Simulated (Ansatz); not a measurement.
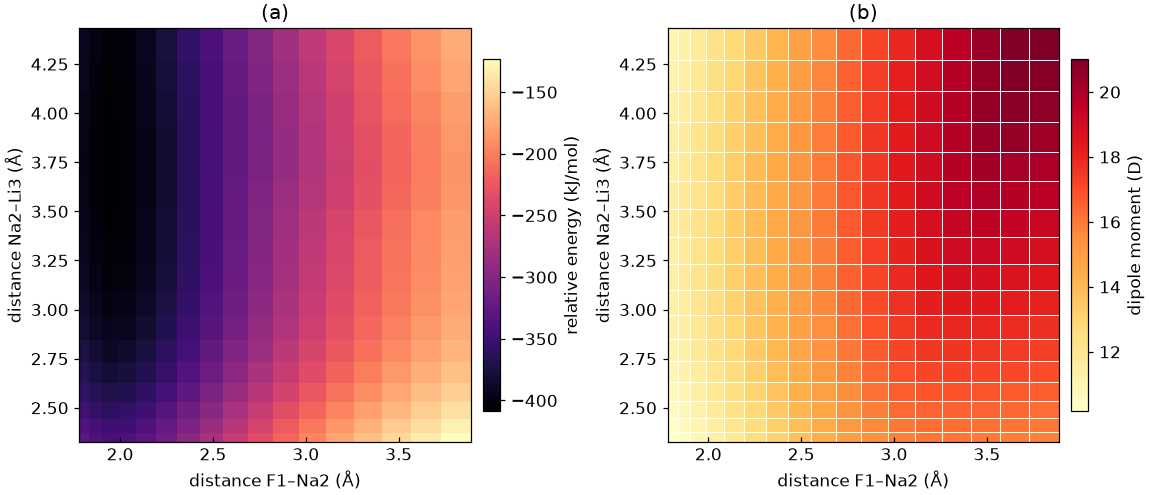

The system F + NaLi, spin multiplicity 2. Coordinates scanned: (1) distance F1–Na2; (2) distance Na2–Li3. Nothing is relaxed (the angle F1–Na2–Li3 is fixed at 180 degrees). Grid: 17 × 17 points. Points are written as (first, second). All energies are given in kJ/mol relative to F far from the relaxed NaLi (each part in its own basis). The D4 coefficients can switch as the alkali atoms part, which puts small steps into the map. Method: UKS PBE0-D4/def2-SVPD in Ansatz 0.2.0.

Panel (a) is the energy and panel (b) the computed dipole moment on the same grid.

The picture shows one coloured cell a grid point.

Q: How does the dipole moment vary over the map, and what is it at the lowest grid point?

A: Leaving out the highest fifth of the energies, it runs from 10.2 D at (1.808 Å, 2.352 Å) to 20.5 D at (3.489 Å, 4.033 Å). At the lowest grid point, (1.942 Å, 3.728 Å), it is 12.2 D.

| distance Na2–Li3 ↓, distance F1–Na2 → | 1.808 | 1.942 | 2.138 | 2.367 | 2.620 | 2.894 | 3.184 | 3.489 | 3.808 |
| --- | --- | --- | --- | --- | --- | --- | --- | --- | --- |
| 4.352 | 11.0 | 11.8 | 12.8 | 14.1 | 15.6 | 17.2 | 18.8 | 20.4 | 21.0 |
| 4.033 | 11.3 | 12.0 | 13.1 | 14.4 | 15.9 | 17.4 | 19.0 | 20.5 | 20.6 |
| 3.728 | 11.5 | 12.2 | 13.3 | 14.6 | 16.0 | 17.5 | 19.1 | 20.2 | 20.0 |
| 3.438 | 11.5 | 12.2 | 13.3 | 14.6 | 16.0 | 17.5 | 18.9 | 19.5 | 19.3 |
| 3.164 | 11.4 | 12.1 | 13.2 | 14.5 | 15.8 | 17.2 | 18.5 | 18.7 | 18.5 |
| 2.911 | 11.2 | 11.9 | 13.0 | 14.2 | 15.5 | 16.9 | 17.9 | 17.9 | 17.7 |
| 2.682 | 10.9 | 11.6 | 12.7 | 13.9 | 15.2 | 16.4 | 17.2 | 17.2 | 17.0 |
| 2.486 | 10.5 | 11.2 | 12.3 | 13.5 | 14.7 | 15.9 | 16.5 | 16.5 | 16.3 |
| 2.352 | 10.2 | 10.9 | 11.9 | 13.1 | 14.4 | 15.5 | 16.0 | 16.0 | 15.8 |

The table holds every second grid line.
